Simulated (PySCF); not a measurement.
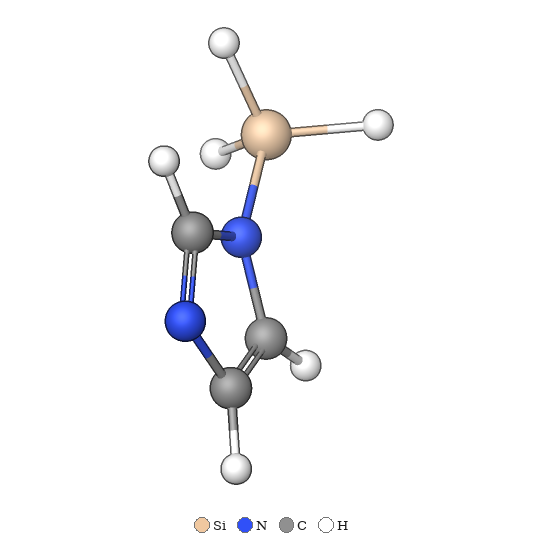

Computed geometry: PBE0-D3(BJ)/def2-SVP optimisation. No frequency run is at hand to confirm it as a minimum.

Give the structural formula.

SMILES: [SiH3]n1ccnc1

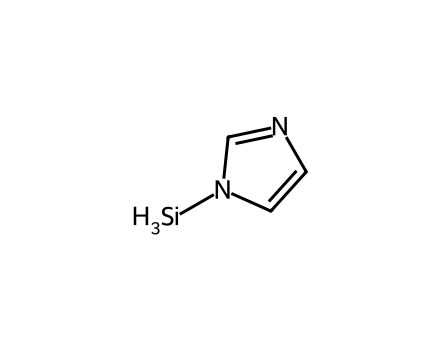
